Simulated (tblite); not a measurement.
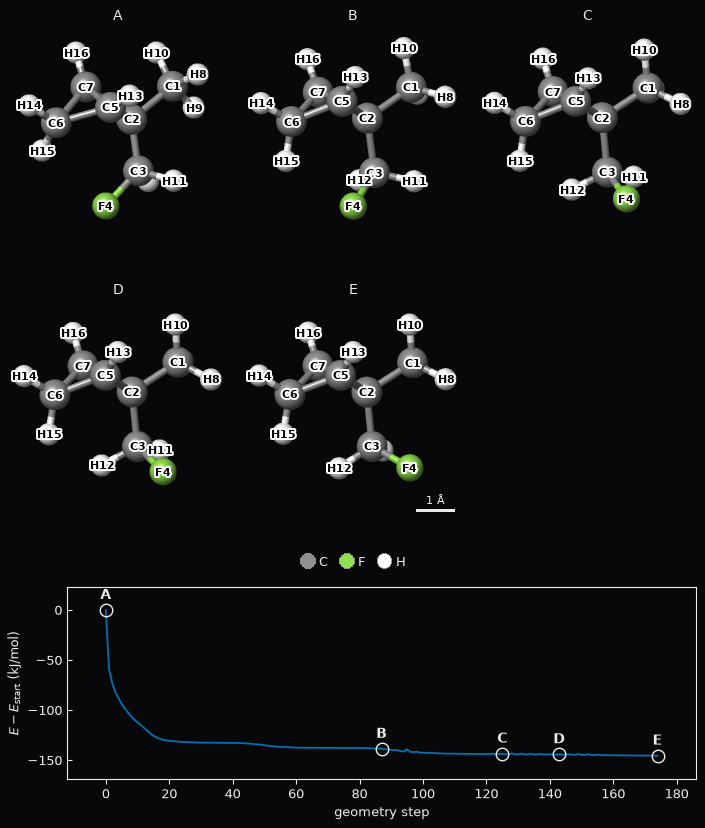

Frames of a relaxation of C₆H₉F, marked on the history of the run. A ball-and-stick model, seen at a tilt.

Theory: tblite, GFN2-xTB geometry optimisation, gas phase. 

### Describe the path.

The atom that moves furthest after the best rigid fit is F4 (1.90 Å). Largest moves by element: F 1.90 Å, H 1.86 Å, C 0.31 Å. Near-neighbour distances that change, for instance: C2–C3 1.403 → 1.517 Å, C5–C7 1.408 → 1.493 Å, C2–C5 1.564 → 1.502 Å, C3–H12 1.139 → 1.091 Å. Bond angles that change, for instance: C7–C6–H15 105.3° → 121.0°, C2–C3–F4 125.6° → 110.2°, C3–C2–C5 108.7° → 122.3°. Groups turn about C1–C2 by about 55°. The energy falls by 145.3 kJ/mol in 174 geometry steps. The run took 0.74 s on 1 thread of Arm Neoverse V2, on a shared host. From step 0 to 87: H10 moves most (0.88 Å), energy −138.6 kJ/mol. From step 87 to 125: F4 moves most (1.05 Å), energy −4.75 kJ/mol. From step 125 to 143: F4 moves most (0.19 Å), energy −0.66 kJ/mol. From step 143 to 174: F4 moves most (0.39 Å), energy −1.34 kJ/mol.

```json
{"step": "0", "E − E(0), kJ/mol": "0.00"}
{"step": "1", "E − E(0), kJ/mol": "-58.46"}
{"step": "2", "E − E(0), kJ/mol": "-72.67"}
{"step": "3", "E − E(0), kJ/mol": "-81.93"}
{"step": "4", "E − E(0), kJ/mol": "-87.81"}
{"step": "5", "E − E(0), kJ/mol": "-93.66"}
{"step": "6", "E − E(0), kJ/mol": "-98.14"}
{"step": "7", "E − E(0), kJ/mol": "-102.19"}
{"step": "8", "E − E(0), kJ/mol": "-106.03"}
{"step": "9", "E − E(0), kJ/mol": "-109.51"}
{"step": "10", "E − E(0), kJ/mol": "-112.18"}
{"step": "19", "E − E(0), kJ/mol": "-130.12"}
{"step": "27", "E − E(0), kJ/mol": "-132.00"}
{"step": "36", "E − E(0), kJ/mol": "-132.46"}
{"step": "45", "E − E(0), kJ/mol": "-133.26"}
{"step": "53", "E − E(0), kJ/mol": "-136.08"}
{"step": "62", "E − E(0), kJ/mol": "-137.46"}
{"step": "70", "E − E(0), kJ/mol": "-137.61"}
{"step": "79", "E − E(0), kJ/mol": "-137.66"}
{"step": "88", "E − E(0), kJ/mol": "-138.92"}
{"step": "96", "E − E(0), kJ/mol": "-141.62"}
{"step": "105", "E − E(0), kJ/mol": "-143.03"}
{"step": "114", "E − E(0), kJ/mol": "-143.56"}
{"step": "122", "E − E(0), kJ/mol": "-143.33"}
{"step": "131", "E − E(0), kJ/mol": "-143.21"}
{"step": "139", "E − E(0), kJ/mol": "-144.15"}
{"step": "148", "E − E(0), kJ/mol": "-144.41"}
{"step": "157", "E − E(0), kJ/mol": "-144.89"}
{"step": "165", "E − E(0), kJ/mol": "-145.24"}
{"step": "174", "E − E(0), kJ/mol": "-145.35"}
```
